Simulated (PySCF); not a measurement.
# C₅H₆N₂SSi: excited states, first hyperpolarisability

Aim: compute the excited states, first hyperpolarisability of C₅H₆N₂SSi (`[SiH3]c1cnc(C=S)nc1`).

Computed with PySCF 2.14.0 and routines of our own; the level stands in each step. Atoms count from 0.

### 1 The system as given

15 atoms, charge 0, multiplicity 1; geometry from: GFN2-xTB.

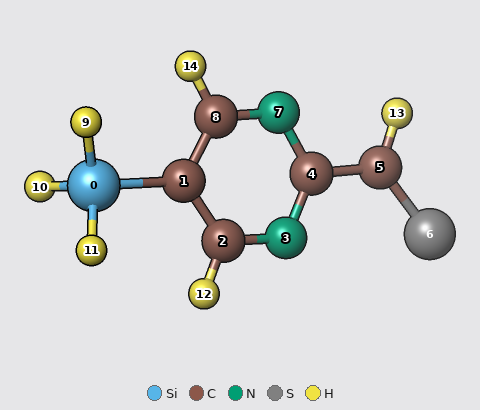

The starting geometry (silicon blue, carbon brown, nitrogen teal, sulfur grey, hydrogen yellow).

### 2 Geometry optimisation at PBE0-D3(BJ)/def2-SVP

Job settings and geometry (Å):

```
{"job": {"xc": "PBE0", "basis": "def2-SVP", "d3": "d3bj", "grid": 2, "kind": "geom"}, "charge": 0, "multiplicity": 1}
Si    -2.794927    -0.204550     0.211935
C     -0.920021    -0.058812     0.067826
C     -0.044855    -0.376076     1.109213
N      1.263603    -0.285409     1.009085
C      1.757741     0.132322    -0.154059
C      3.190644     0.251897    -0.313179
S      4.275435    -0.089001     0.839578
N      1.023086     0.463579    -1.219283
C     -0.284568     0.366721    -1.099907
H     -3.383438     0.823740    -0.644782
H     -3.174410    -1.542588    -0.242394
H     -3.150150    -0.001728     1.614729
H     -0.417190    -0.715594     2.067955
H      3.510225     0.598803    -1.290960
H     -0.855587     0.644686    -1.977669
```

The run is started by

```bash
$ OMP_NUM_THREADS=1 python excited_run.py task.json out
```

One launch serves the whole session: the jobs run in the order shown.

Output:

```text
step   0  E = -990.25359504  max force = 0.018679
step   1  E = -990.25641366  max force = 0.004080
step   2  E = -990.25602016  max force = 0.005831
step   3  E = -990.25646394  max force = 0.002130
step   4  E = -990.25651934  max force = 0.000632
step   5  E = -990.25652064  max force = 0.000179
optimisation converged
```

Run time: 65 s. Hardware: 1 thread of Arm Neoverse V2, shared host; peak memory 0.88 GiB.

Step by step: (the energy doesn't fall at every step)

| step | energy from step 0 (eV) | largest force component (eV/Å) |
| --- | --- | --- |
| 0 | 0.0000 | 0.9605 |
| 1 | -0.0767 | 0.2098 |
| 2 | -0.0660 | 0.2998 |
| 3 | -0.0781 | 0.1095 |
| 4 | -0.0796 | 0.0325 |
| 5 | -0.0796 | 0.0092 |

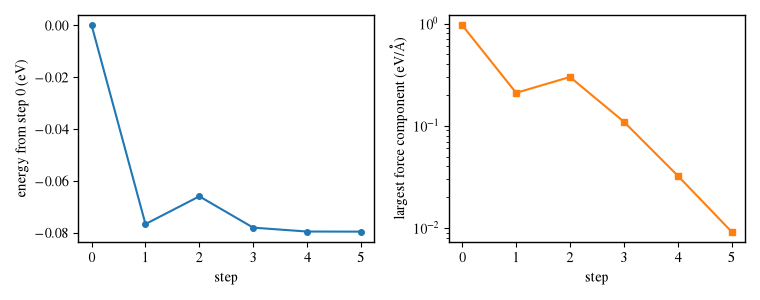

Energy and force, step by step.

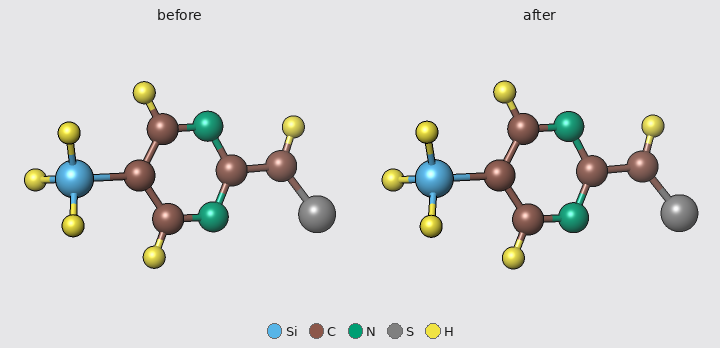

The geometry before (left) and after (right).

Close pairs (by a distance rule), those that changed most:

| bond | before (Å) | after (Å) | change (Å) |
| --- | --- | --- | --- |
| Si0–H10 | 1.463 | 1.494 | +0.031 |
| Si0–H11 | 1.461 | 1.492 | +0.031 |
| C4–C5 | 1.447 | 1.477 | +0.031 |
| Si0–H9 | 1.462 | 1.492 | +0.030 |
| C5–H13 | 1.086 | 1.101 | +0.015 |
| C2–H12 | 1.083 | 1.098 | +0.015 |
| C8–H14 | 1.083 | 1.097 | +0.014 |
| N7–C8 | 1.317 | 1.327 | +0.010 |

The final coordinates are the input of the step that follows.

| at the end point | value |
| --- | --- |
| point group (found at 0.08 Å tolerance) | C1 |
| rotational constants (GHz, main isotopes) | 4.675, 0.518, 0.469 |
| dipole moment (D) | 3.63 |

### 3 Excited states: TDA CAM-B3LYP/def2-TZVP

Job settings and geometry (Å):

```
{"job": {"kind": "states", "xc": "CAM-B3LYP", "basis": "def2-TZVP", "tda": true, "soc": true, "nstates": 6, "ntriplets": 5, "nquad": 4}, "charge": 0, "multiplicity": 1}
Si    -3.004440    -0.234927     0.173114
C     -1.134201    -0.068536     0.040264
C     -0.264887    -0.387122     1.097504
N      1.052008    -0.296400     1.008216
C      1.548653     0.123541    -0.157398
C      3.011475     0.240966    -0.327076
S      4.132825    -0.097443     0.783077
N      0.827986     0.465572    -1.232011
C     -0.490854     0.368568    -1.125669
H     -3.647507     0.792684    -0.696873
H     -3.438115    -1.592193    -0.275588
H     -3.408630    -0.039916     1.595938
H     -0.660236    -0.727607     2.063358
H      3.277966     0.598028    -1.333376
H     -1.068561     0.657812    -2.012780
```

Method: TDA CAM-B3LYP/def2-TZVP excited states, vertical, gas phase, spin-orbit mean-field couplings.

Output:

```text
coarse grid: 14528 points
cycle   1  E = -991.2085631917  dE =  1.580e+00  |g| = 5.370e-01  |ddm| = 3.321e+00
cycle   2  E = -991.1798310749  dE =  2.873e-02  |g| = 7.061e-01  |ddm| = 1.139e+00
cycle   3  E = -991.2899545888  dE = -1.101e-01  |g| = 8.899e-02  |ddm| = 6.185e-01
cycle   4  E = -991.2911482322  dE = -1.194e-03  |g| = 6.131e-02  |ddm| = 1.096e-01
cycle   5  E = -991.2920081991  dE = -8.600e-04  |g| = 1.680e-02  |ddm| = 7.085e-02
cycle   6  E = -991.2920720432  dE = -6.384e-05  |g| = 5.452e-03  |ddm| = 1.892e-02
cycle   7  E = -991.2920800647  dE = -8.021e-06  |g| = 1.836e-03  |ddm| = 9.041e-03
final grid: 133928 points
cycle   8  E = -991.2801961105  dE = -2.906e-05  |g| = 4.120e-03  |ddm| = 5.036e-02
cycle   9  E = -991.2801945142  dE =  1.596e-06  |g| = 4.871e-03  |ddm| = 7.575e-03
cycle  10  E = -991.2802001343  dE = -5.620e-06  |g| = 5.797e-04  |ddm| = 4.394e-03
cycle  11  E = -991.2802002034  dE = -6.913e-08  |g| = 3.697e-04  |ddm| = 6.321e-04
cycle  12  E = -991.2802002372  dE = -3.377e-08  |g| = 9.949e-05  |ddm| = 4.206e-04
cycle  13  E = -991.2802002398  dE = -2.618e-09  |g| = 4.603e-05  |ddm| = 1.812e-04
cycle  14  E = -991.2802002404  dE = -6.280e-10  |g| = 1.518e-05  |ddm| = 9.647e-05
converged SCF energy = -991.2802002404

Singlet excitations
state   eV       nm        f     d(h-e)  d(exc)  Lambda  PR(NTO)  |dmu|/D   mu/D   main configurations
  1   1.8835   658.3   0.00002   1.057   2.724   0.479   1.003    2.854    0.892   H->L 0.94
  2   3.6174   342.7   0.00013   0.977   3.135   0.433   1.014    3.496    7.230   H-2->L 0.92
  3   4.4810   276.7   0.00563   0.891   2.773   0.468   1.051    2.343    1.494   H-2->L+1 0.78, H->L+1 0.16
  4   4.9037   252.8   0.01685   1.109   3.354   0.479   1.069    3.726    7.471   H-3->L 0.90
  5   4.9570   250.1   0.80289   0.960   3.550   0.780   1.105                     H-1->L 0.89
  6   5.1388   241.3   0.00078   3.623   4.449   0.201   1.018                     H->L+1 0.82, H-2->L+1 0.16

Triplet excitations (Tamm-Dancoff)
state   eV     d(h-e)  d(exc)  Lambda  PR(NTO)   main configurations
  1   1.3450   0.998   2.650   0.477   1.005   H->L 0.92
  2   2.6259   0.061   2.807   0.798   1.084   H-1->L 0.76, H-4->L 0.13
  3   3.3325   0.882   3.023   0.434   1.050   H-2->L 0.87
  4   3.8868   0.483   2.624   0.497   1.311   H-2->L+1 0.74, H-3->L 0.11
  5   4.1662   0.531   2.742   0.760   1.655   H-4->L 0.46, H-1->L+2 0.22, H-1->L 0.10
S1 - T1 = 0.5384 eV

Spin-orbit couplings |<S|Hso|T>| (cm-1)
             T1       T2       T3       T4       T5
S0      185.950    0.095   31.821   17.223    0.549
S1        0.022  133.255    1.477   13.801   49.660
S2        0.800    7.056    0.513    3.813    7.167
S3        3.921    3.446    0.304    0.591    1.631
S4       42.255   29.496   12.634    2.303    7.652
S5      104.251    4.598    6.606    9.462    1.327
S6        2.018    1.847    0.193    1.043    0.501
T1 sublevels (cm-1): 0.000 0.049 4.705   radiative rates (1/s): 0.0855 0.333 4.48e+03
```

It took 81 s on 1 thread of Arm Neoverse V2, shared host; peak memory 1.4 GiB.

From this job:

| quantity | value |
| --- | --- |
| S1 less T1 | 0.54 eV |

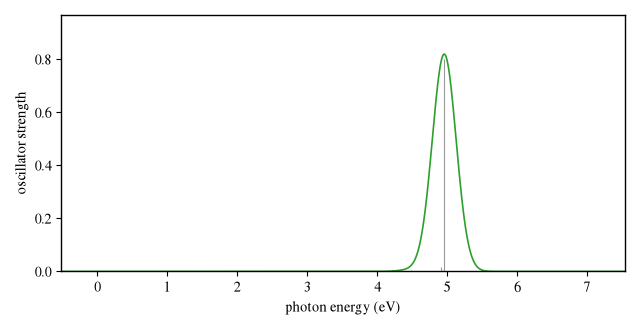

Absorption lines of the singlets. Lines are broadened to a width of 0.40 eV (Gaussian).

### 4 Excited states: TDDFT CAM-B3LYP/aug-cc-pVDZ

Settings changed since step 3:

```diff
@@ -1,2 +1,2 @@
-{"job": {"kind": "states", "xc": "CAM-B3LYP", "basis": "def2-TZVP", "tda": true, "soc": true, "nstates": 6, "ntriplets": 5, "nquad": 4}, "charge": 0, "multiplicity": 1}
+{"job": {"kind": "states", "xc": "CAM-B3LYP", "basis": "aug-cc-pVDZ", "tpa": true, "nstates": 8, "nquad": 6, "ntriplets": 0}, "charge": 0, "multiplicity": 1}
 Si    -3.004440    -0.234927     0.173114
```

Level: TDDFT CAM-B3LYP/aug-cc-pVDZ excited states, vertical, gas phase, two-photon moments by quadratic response.

Output:

```text
coarse grid: 14528 points
cycle   1  E = -991.0652863827  dE =  1.655e+00  |g| = 5.234e-01  |ddm| = 1.549e+01
cycle   2  E = -991.0327055579  dE =  3.258e-02  |g| = 6.954e-01  |ddm| = 3.045e+00
cycle   3  E = -991.1480015209  dE = -1.153e-01  |g| = 8.245e-02  |ddm| = 1.599e+00
cycle   4  E = -991.1491558352  dE = -1.154e-03  |g| = 5.792e-02  |ddm| = 3.656e-01
cycle   5  E = -991.1499764431  dE = -8.206e-04  |g| = 1.557e-02  |ddm| = 1.670e-01
cycle   6  E = -991.1500333596  dE = -5.692e-05  |g| = 4.705e-03  |ddm| = 5.300e-02
cycle   7  E = -991.1500399968  dE = -6.637e-06  |g| = 1.556e-03  |ddm| = 1.793e-02
final grid: 133928 points
cycle   8  E = -991.1797351346  dE = -1.469e-05  |g| = 3.140e-03  |ddm| = 1.889e-01
cycle   9  E = -991.1797344561  dE =  6.786e-07  |g| = 3.764e-03  |ddm| = 2.394e-02
cycle  10  E = -991.1797381689  dE = -3.713e-06  |g| = 4.091e-04  |ddm| = 1.020e-02
cycle  11  E = -991.1797382087  dE = -3.979e-08  |g| = 2.641e-04  |ddm| = 1.707e-03
cycle  12  E = -991.1797382281  dE = -1.935e-08  |g| = 9.065e-05  |ddm| = 1.018e-03
cycle  13  E = -991.1797382306  dE = -2.510e-09  |g| = 3.336e-05  |ddm| = 3.915e-04
cycle  14  E = -991.1797382309  dE = -3.595e-10  |g| = 1.315e-05  |ddm| = 1.568e-04
converged SCF energy = -991.1797382309

Singlet excitations
state   eV       nm        f     d(h-e)  d(exc)  Lambda  PR(NTO)  |dmu|/D   mu/D   delta(TPA)   sigma/GM   main configurations
  1   1.8606   666.4   0.00002   1.080   2.768   0.476   1.005    2.981    1.018        0.27      0.000   H->L 0.94
  2   3.5880   345.6   0.00014   0.984   3.148   0.399   1.015    3.540    7.529        1.51      0.007   H-1->L 0.94
  3   4.4218   280.4   0.00381   0.891   2.818   0.456   1.060    2.361    1.732        0.46      0.003   H-1->L+1 0.79, H->L+1 0.15
  4   4.6488   266.7   0.60226   0.828   3.501   0.780   1.168    2.590    6.585      495.91      3.926   H-2->L 0.95
  5   4.8930   253.4   0.00125   1.051   3.375   0.466   1.102    3.610    7.608        6.29      0.055   H-3->L 0.91
  6   5.0871   243.7   0.00064   3.599   4.485   0.204   1.033   10.149    6.196        0.26      0.002   H->L+1 0.80, H-1->L+1 0.16
  7   5.3094   233.5   0.01233   0.051   3.077   0.582   1.968                                            H-2->L+1 0.55, H-5->L 0.33
  8   5.6480   219.5   0.00005   2.678   4.151   0.308   1.245                                            H->L+4 0.68
```

It took 76 s on 1 thread of Arm Neoverse V2, shared host; peak memory 1.2 GiB.

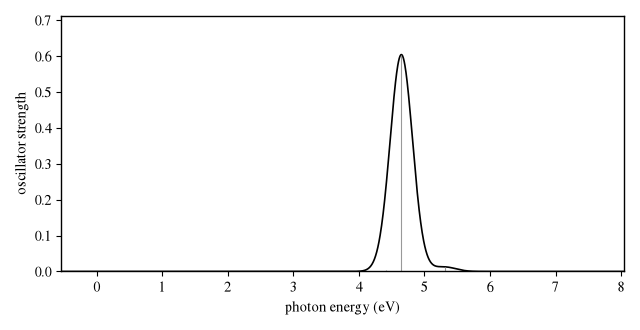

Absorption lines of the singlets. Lines are broadened to a width of 0.40 eV (Gaussian).

### 5 First hyperpolarisability: quadratic response CAM-B3LYP/aug-cc-pVDZ

Settings changed since step 4:

```diff
@@ -1,2 +1,2 @@
-{"job": {"kind": "states", "xc": "CAM-B3LYP", "basis": "aug-cc-pVDZ", "tpa": true, "nstates": 8, "nquad": 6, "ntriplets": 0}, "charge": 0, "multiplicity": 1}
+{"job": {"kind": "beta", "xc": "CAM-B3LYP", "basis": "aug-cc-pVDZ"}, "charge": 0, "multiplicity": 1}
 Si    -3.004440    -0.234927     0.173114
```

Level: quadratic response CAM-B3LYP/aug-cc-pVDZ first hyperpolarisability, Taylor convention, gas phase.

Output:

```text
coarse grid: 14528 points
cycle   1  E = -991.0652863827  dE =  1.655e+00  |g| = 5.234e-01  |ddm| = 1.549e+01
cycle   2  E = -991.0327055579  dE =  3.258e-02  |g| = 6.954e-01  |ddm| = 3.045e+00
cycle   3  E = -991.1480015209  dE = -1.153e-01  |g| = 8.245e-02  |ddm| = 1.599e+00
cycle   4  E = -991.1491558352  dE = -1.154e-03  |g| = 5.792e-02  |ddm| = 3.656e-01
cycle   5  E = -991.1499764431  dE = -8.206e-04  |g| = 1.557e-02  |ddm| = 1.670e-01
cycle   6  E = -991.1500333596  dE = -5.692e-05  |g| = 4.705e-03  |ddm| = 5.300e-02
cycle   7  E = -991.1500399968  dE = -6.637e-06  |g| = 1.556e-03  |ddm| = 1.793e-02
final grid: 133928 points
cycle   8  E = -991.1797351346  dE = -1.469e-05  |g| = 3.140e-03  |ddm| = 1.889e-01
cycle   9  E = -991.1797344561  dE =  6.786e-07  |g| = 3.764e-03  |ddm| = 2.394e-02
cycle  10  E = -991.1797381689  dE = -3.713e-06  |g| = 4.091e-04  |ddm| = 1.020e-02
cycle  11  E = -991.1797382087  dE = -3.979e-08  |g| = 2.641e-04  |ddm| = 1.707e-03
cycle  12  E = -991.1797382281  dE = -1.935e-08  |g| = 9.065e-05  |ddm| = 1.018e-03
cycle  13  E = -991.1797382306  dE = -2.510e-09  |g| = 3.336e-05  |ddm| = 3.915e-04
cycle  14  E = -991.1797382309  dE = -3.595e-10  |g| = 1.315e-05  |ddm| = 1.568e-04
converged SCF energy = -991.1797382309

Lowest singlets (eV, f): 1.8606 0.0000  3.5880 0.0001  4.4218 0.0038

First hyperpolarisability (au)
process     nm      |vector|   parallel      HRS      DR
static         -      622.09     370.46     258.13   4.963
shg       1907.0      717.91     427.48     297.43   4.971
eope      1907.0      652.06      388.3          -       -
eope      1064.0      725.35      431.9          -       -
```

Run time: 56 s. Hardware: 1 thread of Arm Neoverse V2, shared host; peak memory 1.1 GiB.

Warnings kept with the result: second harmonic within 0.3 eV of the first excitation or beyond it: left out.

### 6 Excited states: TDA CAM-B3LYP/def2-TZVP in toluene

Settings changed since step 5:

```diff
@@ -1,2 +1,2 @@
-{"job": {"kind": "beta", "xc": "CAM-B3LYP", "basis": "aug-cc-pVDZ"}, "charge": 0, "multiplicity": 1}
+{"job": {"kind": "states", "xc": "CAM-B3LYP", "basis": "def2-TZVP", "tda": true, "soc": true, "nstates": 6, "ntriplets": 5, "nquad": 4, "solvent": "toluene"}, "charge": 0, "multiplicity": 1}
 Si    -3.004440    -0.234927     0.173114
```

Method: TDA CAM-B3LYP/def2-TZVP excited states, vertical, IEF-PCM toluene (non-equilibrium response), spin-orbit mean-field couplings.

Output:

```text
coarse grid: 14528 points
cycle   1  E = -991.2200261714  dE =  1.569e+00  |g| = 5.197e-01  |ddm| = 3.320e+00
cycle   2  E = -991.2047745416  dE =  1.525e-02  |g| = 6.509e-01  |ddm| = 9.398e-01
cycle   3  E = -991.2953937773  dE = -9.062e-02  |g| = 7.240e-02  |ddm| = 4.627e-01
cycle   4  E = -991.2962960324  dE = -9.023e-04  |g| = 4.844e-02  |ddm| = 9.494e-02
cycle   5  E = -991.2968360267  dE = -5.400e-04  |g| = 1.386e-02  |ddm| = 5.330e-02
cycle   6  E = -991.2968815088  dE = -4.548e-05  |g| = 4.729e-03  |ddm| = 1.577e-02
cycle   7  E = -991.2968875901  dE = -6.081e-06  |g| = 1.602e-03  |ddm| = 8.467e-03
final grid: 133928 points
cycle   8  E = -991.2849772866  dE = -2.976e-05  |g| = 3.658e-03  |ddm| = 5.022e-02
cycle   9  E = -991.2849767909  dE =  4.958e-07  |g| = 4.038e-03  |ddm| = 6.765e-03
cycle  10  E = -991.2849805455  dE = -3.755e-06  |g| = 4.481e-04  |ddm| = 3.321e-03
cycle  11  E = -991.2849805923  dE = -4.677e-08  |g| = 3.210e-04  |ddm| = 5.748e-04
cycle  12  E = -991.2849806186  dE = -2.635e-08  |g| = 9.227e-05  |ddm| = 3.567e-04
cycle  13  E = -991.2849806213  dE = -2.638e-09  |g| = 3.851e-05  |ddm| = 1.674e-04
cycle  14  E = -991.2849806219  dE = -5.855e-10  |g| = 1.479e-05  |ddm| = 9.510e-05
converged SCF energy = -991.2849806219

Singlet excitations
state   eV       nm        f     d(h-e)  d(exc)  Lambda  PR(NTO)  |dmu|/D   mu/D   main configurations
  1   1.9550   634.2   0.00002   1.051   2.719   0.484   1.003    3.305    1.205   H->L 0.94
  2   3.6111   343.3   0.00015   1.045   3.151   0.386   1.014    4.343    8.838   H-2->L 0.95
  3   4.5640   271.7   0.00773   0.746   2.731   0.471   1.104    2.247    2.359   H-2->L+1 0.80, H->L+1 0.14
  4   4.6973   263.9   0.93559   1.064   3.572   0.793   1.079    4.012    8.505   H-1->L 0.95
  5   4.8848   253.8   0.00277   1.154   3.363   0.471   1.108                     H-3->L 0.90
  6   5.3471   231.9   0.00071   3.678   4.477   0.200   1.015                     H->L+1 0.83, H-2->L+1 0.15

Triplet excitations (Tamm-Dancoff)
state   eV     d(h-e)  d(exc)  Lambda  PR(NTO)   main configurations
  1   1.4456   1.000   2.652   0.482   1.005   H->L 0.92
  2   2.6346   0.078   2.834   0.796   1.088   H-1->L 0.77, H-4->L 0.13
  3   3.3339   0.946   3.044   0.388   1.049   H-2->L 0.91
  4   3.9669   0.399   2.638   0.491   1.425   H-2->L+1 0.72, H-3->L 0.15
  5   4.1312   0.571   2.766   0.753   1.614   H-4->L 0.41, H-1->L+2 0.22, H-1->L 0.12
S1 - T1 = 0.5094 eV

Spin-orbit couplings |<S|Hso|T>| (cm-1)
             T1       T2       T3       T4       T5
S0      182.628    0.107   32.685   17.577    0.597
S1        0.007  132.455    1.283   16.349   53.165
S2        0.816    7.501    0.429    4.420    7.237
S3        6.817    5.442    1.062    0.512    1.890
S4      106.037    0.798    5.845   10.755    0.194
S5       39.330   29.072   12.661    1.556    8.628
S6        0.321    0.743    0.611    0.955    1.006
T1 sublevels (cm-1): 0.000 0.045 4.461   radiative rates (1/s): 0.145 0.456 5.42e+03
```

Run time: 83 s. Hardware: 1 thread of Arm Neoverse V2, shared host; peak memory 1.5 GiB.

In short:

| quantity | value |
| --- | --- |
| S1 less T1 | 0.51 eV |

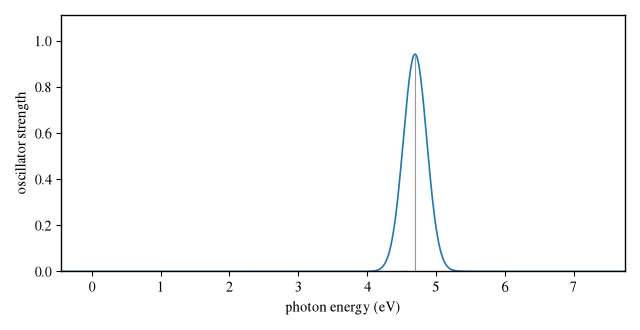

Absorption lines of the singlets. Lines are broadened to a width of 0.40 eV (Gaussian).

### 7 Outcome

```
                                                   quantity                             value
                                                point group                                C1
                       rotational constants (main isotopes)              4.68, 0.52, 0.47 GHz
               S1 less T1 (step 3, TDA CAM-B3LYP/def2-TZVP)                           0.54 eV
β vector (step 5, quadratic response CAM-B3LYP/aug-cc-pVDZ)  static 622, SHG 1907.0 nm 718 au
    S1 less T1 (step 6, TDA CAM-B3LYP/def2-TZVP in toluene)                           0.51 eV
```

What this shows: The optimisation took 5 steps and gained 0.080 eV; among the close pairs (by a distance rule), Si0–H10 changed most, from 1.463 to 1.494 Å. No frequency check was run at this level, so the end point may be a saddle. In step 3, the number of triplets below S1 is 1, and the largest singlet-triplet spin-orbit coupling is S0–T1, 185.95 cm⁻¹. β grows from 622 au (static) to 718 au for doubling at 1907.0 nm: normal dispersion, which grows as twice the photon energy moves toward the bright states. In step 6, the number of triplets below S1 is 1, and the largest singlet-triplet spin-orbit coupling is S0–T1, 182.63 cm⁻¹.
